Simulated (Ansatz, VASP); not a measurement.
## LiMg: VASP beside Ansatz

Wanted: the spread between two codes on one cell, functional and k mesh.

Method: plane waves, with VASP 6.6.1 beside it; single point at LDA, in Ansatz 0.2.0.

## Step 1: The starting structure

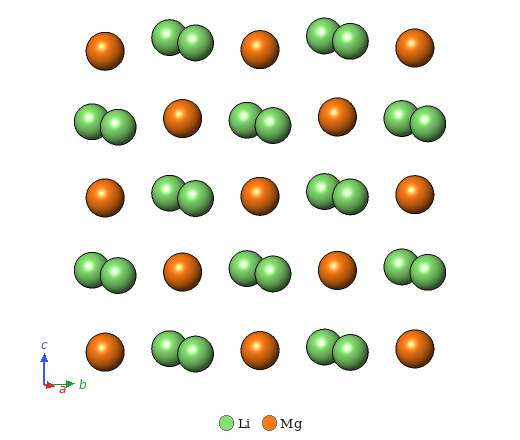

The cell as given, from the side, with the c axis up (lithium green, magnesium orange). 1×2×1 cells are drawn. Some periodic images of atoms are drawn too.

The cell holds 10 atoms: 5 Li and 5 Mg. Cell: a = 3.553 Å, b = 4.777 Å, c = 24.555 Å, α = 90.0°, β = 90.0°, γ = 90.0°. It derives from LiMg. The (1 1 0) slab of LiMg, cut from the database cell (so at first; earlier steps may have moved the atoms). Vacuum lies along c.

Structure file:

```xyz
10
Lattice="3.5526 0.0000 0.0000 0.0000 4.7775 0.0000 0.0000 0.0000 24.5550" Properties=species:S:1:pos:R:3
Li    0.0000    2.3887    7.5000
Li    0.0000    0.0000    9.8887
Li    0.0000    2.3887   12.1852
Li    0.0000    0.0000   14.3603
Li    0.0000    2.3887   16.8728
Mg    1.7763    0.0000    7.5000
Mg    1.7763    2.3887    9.8887
Mg    1.7763    0.0000   12.1470
Mg    1.7763    2.3887   14.5136
Mg    1.7763    0.0000   16.5660
```

## Step 2: VASP: single point, LDA

A single point gives forces, pressure and levels at one fixed geometry, so differences don't come from the geometry; what else differs is listed under the comparison.

Lines of VASP's logs that name or quote its potential files are left out, and so is its time.

File INCAR:

```
SYSTEM = LiMg
PREC = Normal
ENCUT = 500
EDIFF = 1E-06
NELM = 120
ISMEAR = 1
SIGMA = 0.1
LREAL = .FALSE.
ALGO = Fast
GGA = CA
NBANDS = 51
LORBIT = 11
LWAVE = .FALSE.
LCHARG = .TRUE.
IDIPOL = 3
LDIPOL = .TRUE.
DIPOL = 0.5 0.5 0.494
LVHAR = .TRUE.
LVACPOTAV = .TRUE.
LELF = .TRUE.
NEDOS = 1500
```

File POSCAR:

```
LiMg
1.0
    3.5526100000      0.0000000000      0.0000000000
    0.0000000000      4.7774750432      0.0000000000
    0.0000000000      0.0000000000     24.5549500864
Li Mg
5 5
Direct
    0.0000000000      0.5000000000      0.3054374000
    0.0000000000      0.0000000000      0.4027187000
    0.0000000000      0.5000000000      0.4962404550
    0.0000000000      0.0000000000      0.5848217969
    0.0000000000      0.5000000000      0.6871431905
    0.5000000000      0.0000000000      0.3054374000
    0.5000000000      0.5000000000      0.4027187000
    0.5000000000      0.0000000000      0.4946856337
    0.5000000000      0.5000000000      0.5910676949
    0.5000000000      0.0000000000      0.6746507325
```

File KPOINTS:

```
Automatic mesh
0
Gamma
8 6 1
0 0 0
```

The projector-augmented-wave data sets are Li_sv and Mg_pv (LDA family, release 64).

Command:

```
mpirun -np 2 vasp_std
```

Numbers of over 12 decimals in the logs are rounded to 6 here.

Output:

```text
[banner, memory and clock lines left out]
running    2 mpi-ranks, on    1 nodes
 distrk:  each k-point on    2 cores,    1 groups
 distr:  one band on    1 cores,    2 groups

 POSCAR found type information on POSCAR LiMg
 POSCAR found :  2 types and      10 ions
 LDA part: xc-table for (Slater(with rela. corr.)+CA(PZ))
 , standard interpolation
|                                                                             |
|           W    W    AA    RRRRR   N    N  II  N    N   GGGG   !!!           |
|           W    W   A  A   R    R  NN   N  II  NN   N  G    G  !!!           |
|           W    W  A    A  R    R  N N  N  II  N N  N  G       !!!           |
|           W WW W  AAAAAA  RRRRR   N  N N  II  N  N N  G  GGG   !            |
|           WW  WW  A    A  R   R   N   NN  II  N   NN  G    G                |
|           W    W  A    A  R    R  N    N  II  N    N   GGGG   !!!           |
|                                                                             |
|     The number of bands has been changed from the values supplied in        |
|     The orbitals not found in the WAVECAR file will be initialized with     |
|     random numbers, which is usually adequate. For correlated               |
|     calculations, however, you should redo the groundstate calculation.     |
|     I found NBANDS = 51. Now, NBANDS = 52.                                  |
|                                                                             |

 POSCAR, INCAR and KPOINTS ok, starting setup
 FFT: planning ... GRIDC
 FFT: planning ... GRID_SOFT
 FFT: planning ... GRID
 WAVECAR not read
 entering main loop
       N       E                     dE             d eps       ncg     rms          rms(c)
DAV:   1     0.339135962274E+03    0.33914E+03   -0.32201E+04  2672   0.897E+02
DAV:   2     0.141824490496E+02   -0.32495E+03   -0.31561E+03  2324   0.289E+02
DAV:   3    -0.102232299350E+02   -0.24406E+02   -0.24085E+02  2980   0.696E+01
DAV:   4    -0.189665796380E+02   -0.87433E+01   -0.84810E+01  4064   0.232E+01
DAV:   5    -0.197592688478E+02   -0.79269E+00   -0.79236E+00  2800   0.815E+00    0.301E+00
RMM:   6    -0.186557086569E+02    0.11036E+01   -0.43644E-01  2913   0.294E+00    0.188E+00
RMM:   7    -0.188842336253E+02   -0.22852E+00   -0.21937E-01  3175   0.187E+00    0.183E+00
RMM:   8    -0.184139940796E+02    0.47024E+00   -0.67332E-02  3221   0.834E-01    0.103E+00
RMM:   9    -0.182696615255E+02    0.14433E+00   -0.56578E-02  3061   0.784E-01    0.312E-01
RMM:  10    -0.182612445195E+02    0.84170E-02   -0.21614E-02  3213   0.562E-01    0.117E-01
RMM:  11    -0.182611915825E+02    0.52937E-04   -0.57847E-03  3379   0.255E-01    0.563E-02
RMM:  12    -0.182617429748E+02   -0.55139E-03   -0.18929E-03  3427   0.135E-01    0.332E-02
RMM:  13    -0.182622305316E+02   -0.48756E-03   -0.94320E-04  3489   0.792E-02    0.213E-02
RMM:  14    -0.182627121014E+02   -0.48157E-03   -0.48836E-04  3684   0.507E-02    0.975E-03
RMM:  15    -0.182628629983E+02   -0.15090E-03   -0.23301E-04  3374   0.330E-02    0.641E-03
RMM:  16    -0.182630710850E+02   -0.20809E-03   -0.12715E-04  3034   0.230E-02    0.368E-03
WARNING in EDDRMM: call to ZHEGV failed, returncode =   8  4     15
RMM:  17    -0.182631916610E+02   -0.12058E-03   -0.60507E-05  2919   0.170E-02    0.220E-03
RMM:  18    -0.182632766828E+02   -0.85022E-04   -0.31809E-05  2859   0.114E-02    0.156E-03
RMM:  19    -0.182633266631E+02   -0.49980E-04   -0.18006E-05  2844   0.835E-03    0.101E-03
RMM:  20    -0.182633428211E+02   -0.16158E-04   -0.10562E-05  2797   0.647E-03    0.586E-04
RMM:  21    -0.182633460381E+02   -0.32171E-05   -0.61105E-06  2693   0.476E-03    0.362E-04
RMM:  22    -0.182633467239E+02   -0.68577E-06   -0.36205E-06  2588   0.377E-03
|                                                                             |
|           W    W    AA    RRRRR   N    N  II  N    N   GGGG   !!!           |
|           W    W   A  A   R    R  NN   N  II  NN   N  G    G  !!!           |
|           W    W  A    A  R    R  N N  N  II  N N  N  G       !!!           |
|           W WW W  AAAAAA  RRRRR   N  N N  II  N  N N  G  GGG   !            |
|           WW  WW  A    A  R   R   N   NN  II  N   NN  G    G                |
|           W    W  A    A  R    R  N    N  II  N    N   GGGG   !!!           |
|                                                                             |
|     Did not find any points to average over, which means that no vacuum     |
|     field-free region was found. Please increase the size of  your cell     |
|     in the dimension of the dipole correction to obtain accurate            |
|     workfunction values.                                                    |
|                                                                             |

   1 F= -.18263347E+02 E0= -.18265177E+02  d E =0.549193E-02
```

From OUTCAR (step 2):

```text
ion  position               nearest neighbor table
   1  0.000  0.500  0.305-
   2  0.000  0.000  0.403-
   3  0.000  0.500  0.496-
   4  0.000  0.000  0.585-
   5  0.000  0.500  0.687-
   6  0.500  0.000  0.305-
   7  0.500  0.500  0.403-
   8  0.500  0.000  0.495-
   9  0.500  0.500  0.591-
  10  0.500  0.000  0.675-

  LATTYP: Found a simple orthorhombic cell.
 ALAT       =     3.5526100000
 B/A-ratio  =     1.3447789212
 C/A-ratio  =     6.9118057108

 Subroutine GETGRP returns: Found  4 space group operations
 (whereof  4 operations were pure point group operations)

The static configuration has the point symmetry C_2v.

 Found     20 irreducible k-points:

   k-points           NKPTS =     20   k-points in BZ     NKDIM =     20   number of bands    NBANDS=     52

   dimension x,y,z NGX =    20 NGY =   28 NGZ =  140
   dimension x,y,z NGXF=    40 NGYF=   56 NGZF=  280

   ENCUT  =  500.0 eV  36.75 Ry    6.06 a.u.   6.48  8.71 44.77*2*pi/ulx,y,z

   NELECT =      55.0000    total number of electrons

 k-points in reciprocal lattice and weights: Automatic mesh
   0.00000000  0.00000000  0.00000000       0.021
   0.12500000  0.00000000  0.00000000       0.042
   0.25000000  0.00000000  0.00000000       0.042
   0.37500000  0.00000000  0.00000000       0.042
   0.50000000  0.00000000  0.00000000       0.021
   0.00000000  0.16666667  0.00000000       0.042
   0.12500000  0.16666667  0.00000000       0.083
   0.25000000  0.16666667  0.00000000       0.083
   0.37500000  0.16666667  0.00000000       0.083
[...]
0.37500000  0.50000000  0.00000000       0.042
   0.50000000  0.50000000  0.00000000       0.021

 dipolmoment           0.000000      0.000000     -0.012998 electrons x Angstroem

 average (electrostatic) potential at core
       1 -69.6418       2 -69.1698       3 -69.1956       4 -69.1399       5 -69.7303
       6 -48.9634       7 -48.5433       8 -48.5423       9 -48.5068      10 -48.8450

 E-fermi :  -1.0550

 k-point     1 :       0.0000    0.0000    0.0000
  band No.  band energies     occupation
    ...
     23      -5.0422      2.00000
     24      -3.6939      2.00000
     25      -2.1892      2.00000
     26      -1.4674      2.00000
     27      -1.1148      1.83819
     28      -0.8474     -0.01243
     29       0.1316     -0.00000
     30       0.2925     -0.00000
     31       0.9402     -0.00000
     32       1.4834      0.00000
    ...

 k-point     2 :       0.1250    0.0000    0.0000
  band No.  band energies     occupation
    ...
     22      -5.8381      2.00000
     23      -4.8772      2.00000
     24      -3.5277      2.00000
     25      -2.0161      2.00000
     26      -1.2930      2.00389
     27      -0.9385     -0.06973
     28      -0.6732     -0.00000
     29       0.3058     -0.00000
     30       0.4177     -0.00000
     31       0.9597      0.00000
    ...

 k-point     3 :       0.2500    0.0000    0.0000
  band No.  band energies     occupation
    ...
     21      -5.9343      2.00000
     22      -5.3589      2.00000
     23      -4.3882      2.00000
     24      -3.0359      2.00000
     25      -1.5052      2.00000
     26      -0.7697     -0.00041
     27      -0.5712     -0.00000
     28      -0.4119     -0.00000
     29      -0.1503     -0.00000
     30      -0.1000     -0.00000
    ...

  Total       -2.0815902     -1.3333887     -0.9306163      0.0000000      0.0000000      0.0000000
  in kB       -8.0024100     -5.1260441     -3.5776366      0.0000000      0.0000000      0.0000000
  external PRESSURE =      -5.5686969 kB  Pullay stress =       0.0000000 kB

  energy-cutoff  :      500.00
  volume of cell :      416.76
      direct lattice vectors                 reciprocal lattice vectors
     3.552610000  0.000000000  0.000000000     0.281483191  0.000000000  0.000000000
     0.000000000  4.777475043  0.000000000     0.000000000  0.209315588  0.000000000
     0.000000000  0.000000000 24.554950086     0.000000000  0.000000000  0.040724986

 POSITION                                       TOTAL-FORCE (eV/Angst)
 -----------------------------------------------------------------------------------
      0.00000      2.38874      7.50000         0.000000      0.000000      0.015266
      0.00000      0.00000      9.88874         0.000000      0.000000     -0.102998
      0.00000      2.38874     12.18516         0.000000      0.000000      0.012713
      0.00000      0.00000     14.36027         0.000000      0.000000      0.026207
      0.00000      2.38874     16.87277         0.000000      0.000000     -0.024907
      1.77631      0.00000      7.50000         0.000000      0.000000      0.269549
      1.77631      2.38874      9.88874         0.000000      0.000000     -0.166050
      1.77631      0.00000     12.14698         0.000000      0.000000     -0.028339
      1.77631      2.38874     14.51364         0.000000      0.000000     -0.010706
      1.77631      0.00000     16.56602         0.000000      0.000000      0.009265
 -----------------------------------------------------------------------------------
    total drift:                               -0.000000      0.000000      0.014771

  FREE ENERGIE OF THE ION-ELECTRON SYSTEM (eV)
  ---------------------------------------------------
  free  energy   TOTEN  =       -18.2633467239 eV

  energy  without entropy=      -18.2688386567  energy(sigma->0) =      -18.26517737

 vacuum level on the upper side and lower side of the slab         2.563         2.702

 total charge
# of ion       s       p       d       tot
------------------------------------------
    1        2.026   0.060   0.000   2.086
    2        2.030   0.072   0.000   2.102
    3        2.030   0.074   0.000   2.103
    4        2.032   0.077   0.000   2.110
    5        2.025   0.058   0.000   2.084
    6        0.245   6.054   0.004   6.303
    7        0.229   6.078   0.007   6.314
    8        0.227   6.084   0.007   6.318
    9        0.228   6.082   0.007   6.317
   10        0.245   6.064   0.005   6.315
--------------------------------------------------
tot         11.317  30.704   0.030  42.051

[... 3 further parts left out ...]
```

(Continued in part 2 of 2.)

[Lines on the potential files, build, host, timing and source positions are cut from VASP's logs without a mark.]

[Logs are printed without paths, hosts, clocks, repeated set-up lines and the standing remarks that a program may print on its own settings, such as how far it seeks lower states.]

[Hosts, paths, dates, database ids (printed as entryN), source tags and the programs' standing remarks are cut or masked in the printed files.]
